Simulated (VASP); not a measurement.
## Ta: cell size against the level of theory

Which functional gives the lattice of Ta as experiment finds it, and is a dearer one worth its cost? The levels: LDA, PBEsol, PBE, r2SCAN, PBE + D3(BJ), r2SCAN + rVV10, AM05 and r2SCAN + D4. The start is a cell from a database of measured crystal structures.

Program: VASP 6.6.1. Level of theory: LDA; plane waves and PAW (Ta_pv), in the first sound run; inputs show where later runs differ. Results are calculated unless marked as measured.

**1. The starting structure**

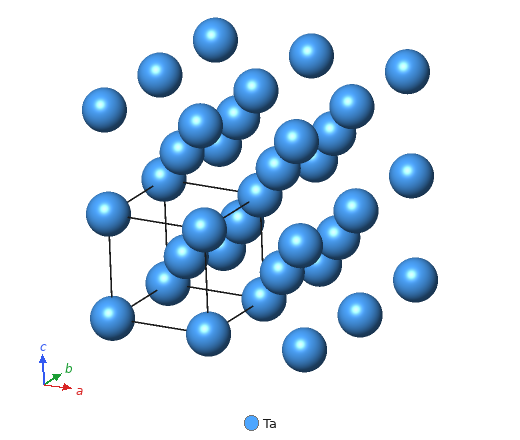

The starting structure, seen slightly off an axis (tantalum blue). 2×2×2 cells are drawn. This picture shows the conventional cell, with its axes. Some periodic images of atoms are drawn too.

Structure file:

```xyz
1
Lattice="-1.6513 1.6513 1.6513 1.6513 -1.6513 1.6513 1.6513 1.6513 -1.6513" Properties=species:S:1:pos:R:3 pbc="T T T"
Ta    0.0000    0.0000    0.0000
```

**2. Relaxation with LDA**

Properties are meant for the cell that this level of theory prefers, so cell and atoms are relaxed first (ISIF = 3) until forces and stress are small; EDIFFG sets the threshold. LDA, the lowest rung, knows the local density alone.

INCAR

```
SYSTEM = Ta
PREC = Accurate
ENCUT = 520
EDIFF = 1E-06
NELM = 100
ISMEAR = -1
SIGMA = 0.05
LREAL = .FALSE.
ALGO = Normal
GGA = CA
NBANDS = 11
LORBIT = 11
LWAVE = .FALSE.
LCHARG = .FALSE.
KPAR = 2
IBRION = 2
NSW = 60
ISIF = 3
EDIFFG = -0.01
```

POSCAR

```
Ta
1.0
   -1.6512800000      1.6512800000      1.6512800000
    1.6512800000     -1.6512800000      1.6512800000
    1.6512800000      1.6512800000     -1.6512800000
Ta
1
Direct
    0.0000000000      0.0000000000      0.0000000000
```

KPOINTS

```
Automatic mesh
0
Gamma
8 8 8
0 0 0
```

PAW data sets: Ta_pv (PBE family, release 64).

Run with:

```bash
mpirun -np 2 vasp_std
```

Log:

```text
[banner, memory and clock lines left out]
running    2 mpi-ranks, on    1 nodes
 distrk:  each k-point on    1 cores,    2 groups
 distr:  one band on    1 cores,    1 groups

 POSCAR found type information on POSCAR Ta
 POSCAR found :  1 types and       1 ions
|                                                                             |
|               ----> ADVICE to this user running VASP <----                  |
|                                                                             |
|     You enforced a specific xc type in the INCAR file but a different       |
|     [... a line on the potential file left out ...]
|     I HOPE YOU KNOW WHAT YOU ARE DOING!                                     |
|                                                                             |

 LDA part: xc-table for (Slater(with rela. corr.)+CA(PZ))
 , standard interpolation
 POSCAR, INCAR and KPOINTS ok, starting setup
 FFT: planning ... GRIDC
 FFT: planning ... GRID_SOFT
 FFT: planning ... GRID
 WAVECAR not read
 entering main loop
       N       E                     dE             d eps       ncg     rms          rms(c)
DAV:   1     0.561040051864E+02    0.56104E+02   -0.63491E+03   638   0.949E+02
DAV:   2    -0.122822625077E+02   -0.68386E+02   -0.67087E+02   698   0.249E+02
DAV:   3    -0.133887148582E+02   -0.11065E+01   -0.10598E+01   762   0.289E+01
DAV:   4    -0.133932799072E+02   -0.45650E-02   -0.45646E-02   716   0.187E+00
DAV:   5    -0.133932978591E+02   -0.17952E-04   -0.17951E-04   769   0.114E-01    0.142E+01
DAV:   6    -0.129844337980E+02    0.40886E+00   -0.37044E-01   716   0.654E+00    0.675E+00
DAV:   7    -0.128642122849E+02    0.12022E+00   -0.29218E-01   725   0.540E+00    0.368E-01
DAV:   8    -0.128632170635E+02    0.99522E-03   -0.15353E-02   760   0.711E-01    0.122E-01
DAV:   9    -0.128631938383E+02    0.23225E-04   -0.11662E-04   743   0.115E-01    0.195E-02
DAV:  10    -0.128631941134E+02   -0.27514E-06   -0.15662E-06   560   0.162E-02
   1 F= -.12863194E+02 E0= -.12859704E+02  d E =-.128632E+02
 curvature:   0.00 expect dE= 0.000E+00 dE for cont linesearch  0.000E+00
 trial: gam= 0.00000 g(F)=  0.270E-64 g(S)=  0.165E+00 ort = 0.000E+00 (trialstep = 0.100E+01)
 search vector abs. value=  0.165E+00
 bond charge predicted
       N       E                     dE             d eps       ncg     rms          rms(c)
DAV:   1    -0.142963237203E+02   -0.14331E+01   -0.44671E+01   677   0.810E+01    0.125E+01
DAV:   2    -0.130348332642E+02    0.12615E+01   -0.13682E+00   677   0.144E+01    0.424E+00
DAV:   3    -0.127085157685E+02    0.32632E+00   -0.85592E-01   719   0.109E+01    0.186E+00
DAV:   4    -0.127141877603E+02   -0.56720E-02   -0.25965E-02   734   0.118E+00    0.166E-01
DAV:   5    -0.127139837521E+02    0.20401E-03   -0.12466E-03   701   0.395E-01    0.593E-02
DAV:   6    -0.127139953415E+02   -0.11589E-04   -0.72667E-06   744   0.328E-02    0.832E-03
DAV:   7    -0.127139953434E+02   -0.18606E-08   -0.91645E-08   426   0.283E-03
   2 F= -.12713995E+02 E0= -.12709981E+02  d E =0.149199E+00
[...]
3 F= -.12887402E+02 E0= -.12884150E+02  d E =-.242079E-01
 curvature:  -0.13 expect dE=-0.605E-04 dE for cont linesearch -0.605E-04
 ZBRENT: interpolating
 opt :   0.2860  next Energy=   -12.887460 (dE=-0.243E-01)
 bond charge predicted
       N       E                     dE             d eps       ncg     rms          rms(c)
DAV:   1    -0.128877363668E+02   -0.33431E-03   -0.82360E-03   659   0.113E+00    0.151E-01
DAV:   2    -0.128875175316E+02    0.21884E-03   -0.26550E-04   665   0.183E-01    0.499E-02
DAV:   3    -0.128874663875E+02    0.51144E-04   -0.14221E-04   692   0.131E-01    0.205E-02
DAV:   4    -0.128874670131E+02   -0.62560E-06   -0.13657E-06   602   0.131E-02
   4 F= -.12887467E+02 E0= -.12884219E+02  d E =-.242729E-01
 curvature:  -0.12 expect dE=-0.139E-05 dE for cont linesearch -0.139E-05
 trial: gam=-0.00825 g(F)=  0.586E-63 g(S)=  0.114E-04 ort = 0.137E-02 (trialstep = 0.857E+00)
 search vector abs. value=  0.889E-09
 reached required accuracy - stopping structural energy minimisation
```

It took 13 s on 2 MPI ranks of AMD EPYC 7R43, shared host; peak memory 0.21 GiB; 25 s of CPU time.

Lines that name or quote the potential files are left out of all logs, and their timing lines are given in words.

Parts of OUTCAR (step 2):

```text
ion  position               nearest neighbor table
   1  0.000  0.000  0.000-

  LATTYP: Found a body centered cubic cell.
 ALAT       =     3.3025600000

 Subroutine GETGRP returns: Found 48 space group operations
 (whereof 48 operations were pure point group operations)

The static configuration has the point symmetry O_h .

 Found     29 irreducible k-points:

   k-points           NKPTS =     29   k-points in BZ     NKDIM =     29   number of bands    NBANDS=     11

   dimension x,y,z NGX =    24 NGY =   24 NGZ =   24
   dimension x,y,z NGXF=    48 NGYF=   48 NGZF=   48

   ENCUT  =  520.0 eV  38.22 Ry    6.18 a.u.   5.32  5.32  5.32*2*pi/ulx,y,z

   NELECT =      11.0000    total number of electrons

 k-points in reciprocal lattice and weights: Automatic mesh
   0.00000000  0.00000000  0.00000000       0.002
   0.12500000  0.00000000  0.00000000       0.023
   0.25000000  0.00000000  0.00000000       0.023
   0.37500000  0.00000000  0.00000000       0.023
   0.50000000  0.00000000  0.00000000       0.012
   0.12500000  0.12500000  0.00000000       0.047
   0.25000000  0.12500000 -0.00000000       0.094
   0.37500000  0.12500000  0.00000000       0.094
   0.25000000  0.25000000  0.00000000       0.047
[...]
0.50000000  0.50000000  0.37500000       0.023
   0.50000000  0.50000000  0.50000000       0.002

 average (electrostatic) potential at core
       1 -35.6887

 E-fermi :   5.4934

 k-point     1 :       0.0000    0.0000    0.0000
  band No.  band energies     occupation
      1     -27.1207      2.00000
      2     -27.1207      2.00000
      3     -27.1207      2.00000
      4      -2.4753      2.00000
      5       6.2213      0.00000
      6       6.2213      0.00000
      7       6.2213      0.00000
      8       9.6482      0.00000
      9       9.6482      0.00000
    ...

 k-point     2 :       0.1250    0.0000    0.0000
  band No.  band energies     occupation
      1     -27.3432      2.00000
      2     -27.1885      2.00000
      3     -27.1222      2.00000
      4      -1.7559      2.00000
      5       5.7761      0.00698
      6       6.0403      0.00004
      7       6.9452      0.00000
      8       9.0804      0.00000
      9       9.6619      0.00000
    ...

 k-point     3 :       0.2500    0.0000    0.0000
  band No.  band energies     occupation
    ...
      2     -27.3489      2.00000
      3     -27.1259      2.00000
      4      -0.0873      2.00000
      5       4.8644      1.99999
      6       5.4276      1.57671
      7       8.9953      0.00000
      8       9.0440      0.00000
      9       9.8478      0.00000
     10      20.0484      0.00000
     11      21.1886      0.00000

  Total       -0.0088751     -0.0088751     -0.0088751      0.0000000     -0.0000000      0.0000000
  in kB       -0.8254290     -0.8254290     -0.8254290      0.0000000     -0.0000000      0.0000000
  external PRESSURE =      -0.8254290 kB  Pullay stress =       0.0000000 kB

  energy-cutoff  :      520.00
  volume of cell :       17.23
      direct lattice vectors                 reciprocal lattice vectors
    -1.626975409  1.626975409  1.626975409     0.000000000  0.307318720  0.307318720
     1.626975409 -1.626975409  1.626975409     0.307318720  0.000000000  0.307318720
     1.626975409  1.626975409 -1.626975409     0.307318720  0.307318720  0.000000000

 POSITION                                       TOTAL-FORCE (eV/Angst)
 -----------------------------------------------------------------------------------
      0.00000      0.00000      0.00000        -0.000000     -0.000000      0.000000
 -----------------------------------------------------------------------------------
    total drift:                               -0.000000      0.000000      0.000000

  FREE ENERGIE OF THE ION-ELECTRON SYSTEM (eV)
  ---------------------------------------------------
  free  energy   TOTEN  =       -12.8874670131 eV

  energy  without entropy=      -12.8809714691  energy(sigma->0) =      -12.88421924

 reached required accuracy - stopping structural energy minimisation

 total charge
# of ion       s       p       d       tot
------------------------------------------
    1        0.374   6.167   2.500   9.041

[... 3 further parts left out ...]
```

CONTCAR:

```
Ta
   1.00000000000000
    -1.6269754089043580    1.6269754089043580    1.6269754089043580
     1.6269754089043580   -1.6269754089043580    1.6269754089043580
     1.6269754089043580    1.6269754089043580   -1.6269754089043580
  Ta
     1
Direct
     0.0000000000000000    0.0000000000000000    0.0000000000000000
```

This run has no spin polarisation. Its electron count is odd, so without a moment it is a metal by construction. The k-mesh is coarse for a metal. The PAW data sets were made with PBE, though LDA sets exist; this is a small mismatch. The run keeps the 48 symmetry operations of its start, so it cannot find a distortion of lower symmetry.

Step by step:

| step | energy less that of the first step (eV) | largest force (eV/Å) | pressure (GPa) | volume (Å³) |
| --- | --- | --- | --- | --- |
| 1 | 0.0000 | 0.0000 | -9.49 | 18.01 |
| 2 | 0.1492 | 0.0000 | 32.65 | 15.37 |
| 3 | -0.0242 | 0.0000 | -0.53 | 17.26 |
| 4 | -0.0243 | 0.0000 | -0.08 | 17.23 |

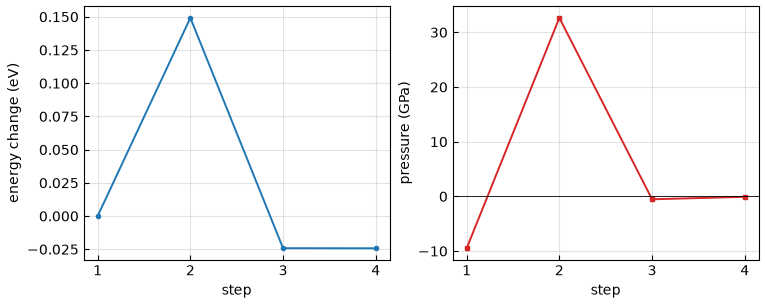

Energy and pressure along the relaxation.

| conventional cell, symmetrised | before | after | change |
| --- | --- | --- | --- |
| a (Å) | 3.303 | 3.254 | -1.5 % |
| b (Å) | 3.303 | 3.254 | -1.5 % |
| c (Å) | 3.303 | 3.254 | -1.5 % |
| volume (Å³/atom) | 18.01 | 17.23 | -4.4 % |

The relaxed structure:

```xyz
1
Lattice="-1.6270 1.6270 1.6270 1.6270 -1.6270 1.6270 1.6270 1.6270 -1.6270" Properties=species:S:1:pos:R:3 pbc="T T T"
Ta    0.0000    0.0000    0.0000
```

This step gave:

| Item | Value |
| --- | --- |
| electrons | 11 |
| bands | 11 |
| irreducible k-points | 29 |
| symmetry operations | 48 |
| free energy (TOTEN) | -12.89 eV |
| energy at zero smearing | -12.88 eV |
| Fermi energy | 5.493 eV |
| pressure | -0.08254 GPa |
| metallic | yes |
| SCF cycles over all ionic steps | 28 |

It ends with forces that vanish by symmetry and a pressure of -0.08 GPa. The volume lies -4.4 % from that of the database's start, which holds the thermal and zero-point expansion of its experiment. LDA is known to overbind. The conventional cell has a = 3.254 Å.

**3. Relaxation with PBEsol**

This step: PBEsol; plane waves and PAW (Ta_pv) (VASP 6.6.1).

PBEsol restores the gradient expansion of exchange and is tuned for the cells of solids.

INCAR: that of step 2 with these lines changed.

```diff
@@ -9,3 +9,3 @@
 ALGO = Normal
-GGA = CA
+GGA = PS
 NBANDS = 11
```

POSCAR is that of step 2.

KPOINTS is that of step 2.

Run with:

```bash
mpirun -np 2 vasp_std
```

Log:

```text
[banner, memory and clock lines left out]
running    2 mpi-ranks, on    1 nodes
 distrk:  each k-point on    1 cores,    2 groups
 distr:  one band on    1 cores,    1 groups

 POSCAR found type information on POSCAR Ta
 POSCAR found :  1 types and       1 ions
 [... a notice as in an earlier step ...]

 LDA part: xc-table for (Slater+PW92), standard interpolation
 POSCAR, INCAR and KPOINTS ok, starting setup
 FFT: planning ... GRIDC
 FFT: planning ... GRID_SOFT
 FFT: planning ... GRID
 WAVECAR not read
 entering main loop
       N       E                     dE             d eps       ncg     rms          rms(c)
DAV:   1     0.562181213309E+02    0.56218E+02   -0.63621E+03   638   0.949E+02
DAV:   2    -0.119634873070E+02   -0.68182E+02   -0.66924E+02   698   0.249E+02
DAV:   3    -0.130631705906E+02   -0.10997E+01   -0.10524E+01   762   0.288E+01
DAV:   4    -0.130677278541E+02   -0.45573E-02   -0.45568E-02   716   0.187E+00
DAV:   5    -0.130677457160E+02   -0.17862E-04   -0.17861E-04   763   0.114E-01    0.139E+01
DAV:   6    -0.126903892572E+02    0.37736E+00   -0.33759E-01   710   0.630E+00    0.671E+00
DAV:   7    -0.125771767303E+02    0.11321E+00   -0.27004E-01   713   0.532E+00    0.385E-01
DAV:   8    -0.125758901004E+02    0.12866E-02   -0.84026E-03   806   0.711E-01    0.362E-02
DAV:   9    -0.125758892987E+02    0.80162E-06   -0.36664E-05   708   0.560E-02    0.214E-02
DAV:  10    -0.125758870231E+02    0.22756E-05   -0.16765E-06   610   0.157E-02    0.282E-03
DAV:  11    -0.125758869610E+02    0.62162E-07   -0.92905E-08   385   0.369E-03
   1 F= -.12575887E+02 E0= -.12572269E+02  d E =-.125759E+02
 curvature:   0.00 expect dE= 0.000E+00 dE for cont linesearch  0.000E+00
 trial: gam= 0.00000 g(F)=  0.103E-62 g(S)=  0.581E-01 ort = 0.000E+00 (trialstep = 0.100E+01)
 search vector abs. value=  0.581E-01
 bond charge predicted
       N       E                     dE             d eps       ncg     rms          rms(c)
DAV:   1    -0.130729609863E+02   -0.49707E+00   -0.15817E+01   671   0.488E+01    0.713E+00
DAV:   2    -0.126362769400E+02    0.43668E+00   -0.48122E-01   674   0.818E+00    0.240E+00
DAV:   3    -0.125272685297E+02    0.10901E+00   -0.29263E-01   698   0.614E+00    0.105E+00
DAV:   4    -0.125288492370E+02   -0.15807E-02   -0.33206E-03   769   0.603E-01    0.878E-02
DAV:   5    -0.125288051218E+02    0.44115E-04   -0.47211E-04   731   0.242E-01    0.433E-02
DAV:   6    -0.125288018710E+02    0.32508E-05   -0.10079E-05   723   0.365E-02    0.201E-03
DAV:   7    -0.125288019470E+02   -0.76003E-07   -0.57373E-08   391   0.284E-03
   2 F= -.12528802E+02 E0= -.12525867E+02  d E =0.470850E-01
[...]
3 F= -.12584534E+02 E0= -.12581316E+02  d E =-.864670E-02
 curvature:  -0.13 expect dE=-0.405E-05 dE for cont linesearch -0.405E-05
 ZBRENT: interpolating
 opt :   0.2916  next Energy=   -12.584538 (dE=-0.865E-02)
 bond charge predicted
       N       E                     dE             d eps       ncg     rms          rms(c)
DAV:   1    -0.125845577717E+02   -0.24239E-04   -0.58418E-04   653   0.302E-01    0.403E-02
DAV:   2    -0.125845421352E+02    0.15637E-04   -0.18352E-05   671   0.481E-02    0.133E-02
DAV:   3    -0.125845387086E+02    0.34266E-05   -0.98859E-06   692   0.343E-02    0.546E-03
DAV:   4    -0.125845390405E+02   -0.33187E-06   -0.96209E-08   331   0.357E-03
   4 F= -.12584539E+02 E0= -.12581328E+02  d E =-.865208E-02
 curvature:  -0.13 expect dE=-0.213E-06 dE for cont linesearch -0.213E-06
 trial: gam=-0.00528 g(F)=  0.139E-57 g(S)=  0.164E-05 ort = 0.308E-03 (trialstep = 0.858E+00)
 search vector abs. value=  0.146E-09
 reached required accuracy - stopping structural energy minimisation
```

Run time: 14 s. Hardware: 2 MPI ranks; peak memory 0.22 GiB; 26 s of CPU time.

OUTCAR, selected parts (step 3):

```text
The static configuration has the point symmetry O_h .

 Found     29 irreducible k-points:

   NELECT =      11.0000    total number of electrons

 E-fermi :   5.5305

 k-point     1 :       0.0000    0.0000    0.0000
  band No.  band energies     occupation
      1     -27.3581      2.00000
      2     -27.3581      2.00000
      3     -27.3581      2.00000
      4      -2.4942      2.00000
      5       6.2714      0.00000
      6       6.2714      0.00000
      7       6.2714      0.00000
      8       9.6308      0.00000
      9       9.6308      0.00000
    ...

 k-point     2 :       0.1250    0.0000    0.0000
  band No.  band energies     occupation
      1     -27.5630      2.00000
      2     -27.4209      2.00000
      3     -27.3594      2.00000
      4      -1.7937      2.00000
      5       5.8332      0.00468
      6       6.0850      0.00003
      7       6.9759      0.00000
      8       9.0738      0.00000
      9       9.6435      0.00000
    ...

  Total       -0.0033644     -0.0033644     -0.0033644      0.0000000     -0.0000000     -0.0000000
  in kB       -0.3074409     -0.3074409     -0.3074409      0.0000000     -0.0000000     -0.0000000
  external PRESSURE =      -0.3074409 kB  Pullay stress =       0.0000000 kB

  energy-cutoff  :      520.00
  volume of cell :       17.53
      direct lattice vectors                 reciprocal lattice vectors
    -1.636564238  1.636564238  1.636564238     0.000000000  0.305518102  0.305518102
     1.636564238 -1.636564238  1.636564238     0.305518102  0.000000000  0.305518102
     1.636564238  1.636564238 -1.636564238     0.305518102  0.305518102  0.000000000

 POSITION                                       TOTAL-FORCE (eV/Angst)
 -----------------------------------------------------------------------------------
      1.63656      1.63656      1.63656         0.000000      0.000000     -0.000000
 -----------------------------------------------------------------------------------
    total drift:                               -0.000000     -0.000000      0.000000

  FREE ENERGIE OF THE ION-ELECTRON SYSTEM (eV)
  ---------------------------------------------------
  free  energy   TOTEN  =       -12.5845390405 eV

  energy  without entropy=      -12.5781172250  energy(sigma->0) =      -12.58132813

 total charge
# of ion       s       p       d       tot
------------------------------------------
    1        0.375   6.165   2.455   8.995

[... 8 parts as in an earlier step ...]

[... 5 further parts left out ...]
```

CONTCAR:

```
Ta
   1.00000000000000
    -1.6365642380630732    1.6365642380630732    1.6365642380630732
     1.6365642380630732   -1.6365642380630732    1.6365642380630732
     1.6365642380630732    1.6365642380630732   -1.6365642380630732
  Ta
     1
Direct
     1.0000000000000000    1.0000000000000000    1.0000000000000000
```

The PAW data sets were made with PBE, which is usual practice but a small mismatch for other functionals.

Relaxation path:

| step | energy less that of the first step (eV) | largest force (eV/Å) | pressure (GPa) | volume (Å³) |
| --- | --- | --- | --- | --- |
| 1 | 0.0000 | 0.0000 | -5.64 | 18.01 |
| 2 | 0.0471 | 0.0000 | 16.86 | 16.41 |
| 3 | -0.0086 | 0.0000 | -0.13 | 17.54 |
| 4 | -0.0087 | 0.0000 | -0.03 | 17.53 |

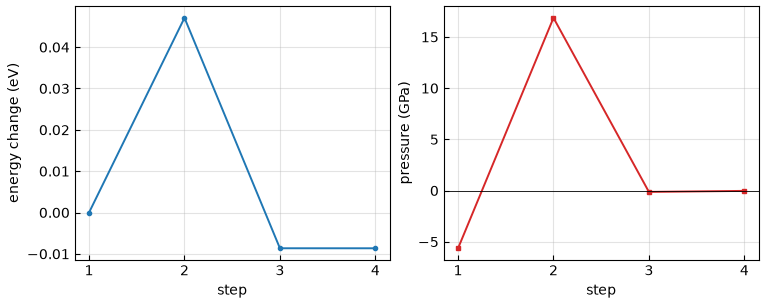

Energy and pressure along the relaxation.

| conventional cell, symmetrised | before | after | change |
| --- | --- | --- | --- |
| a (Å) | 3.303 | 3.273 | -0.9 % |
| b (Å) | 3.303 | 3.273 | -0.9 % |
| c (Å) | 3.303 | 3.273 | -0.9 % |
| volume (Å³/atom) | 18.01 | 17.53 | -2.6 % |

The relaxed structure:

```xyz
1
Lattice="-1.6366 1.6366 1.6366 1.6366 -1.6366 1.6366 1.6366 1.6366 -1.6366" Properties=species:S:1:pos:R:3 pbc="T T T"
Ta    0.0000    0.0000    0.0000
```

Numbers from this step:

| Property | Result |
| --- | --- |
| free energy (TOTEN) | -12.58 eV |
| energy at zero smearing | -12.58 eV |
| Fermi energy | 5.530 eV |
| pressure | -0.03074 GPa |

It ends at 17.53 Å³/atom, -2.6 % from the start, with -0.03 GPa left. The conventional cell has a = 3.273 Å.

(Part 1 of 3 ends here.)

[Lines on the potential files, build, host, timing and source positions are cut from VASP's logs without a mark.]

[Logs are printed without paths, hosts, clocks, repeated set-up lines and the standing remarks that a program may print on its own settings, such as how far it seeks lower states.]

[Hosts, paths, dates, database ids (printed as entryN), source tags and the programs' standing remarks are cut or masked in the printed files.]

[Measured values are set beside computed ones only where the two were judged alike; some that the calculation misses by far are left out.]
